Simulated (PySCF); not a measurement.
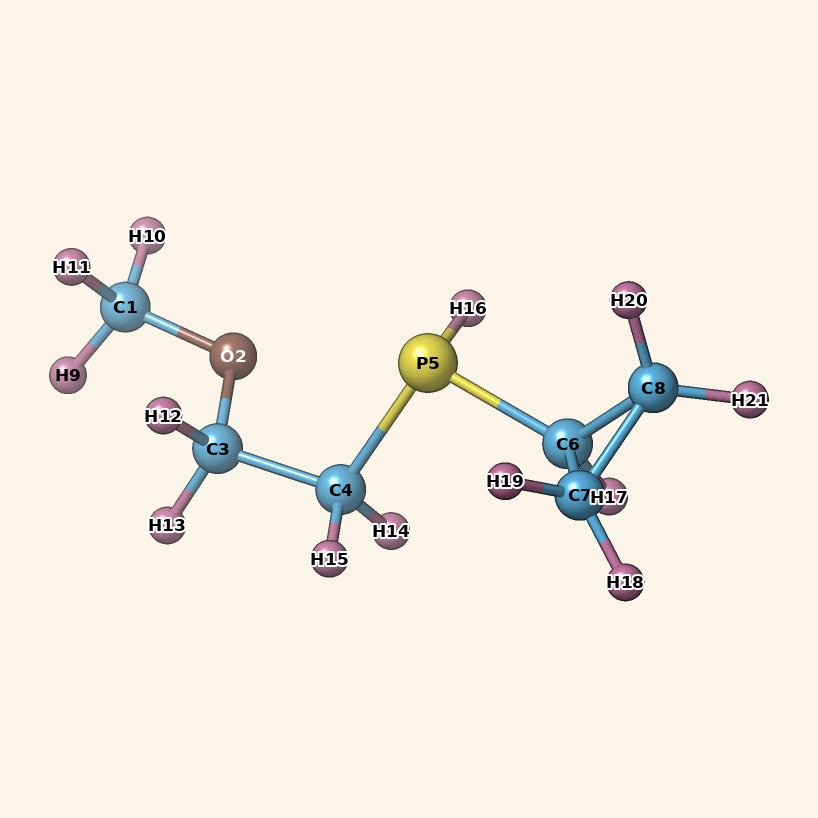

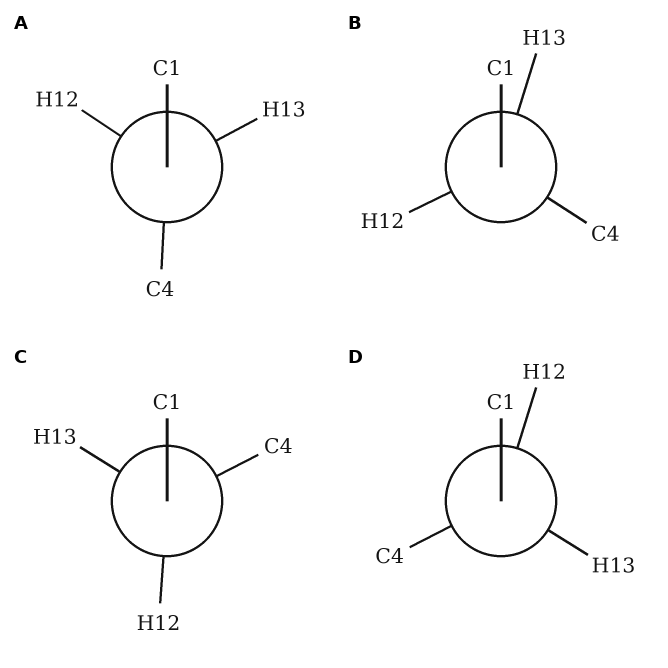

Depth is shown by fading: the farther an atom, the more it takes the colour of the background. Bonds that would overlap in a projection are set slightly apart. Computed geometry: PBE0-D3(BJ)/def2-SVP optimisation. No frequency run is at hand to confirm it as a minimum.

Which Newman projection shows the view along O2–C3, with O2 in front?

Answer. A. The torsion angle C1–O2–C3–C4 is −177°, antiperiplanar (anti).
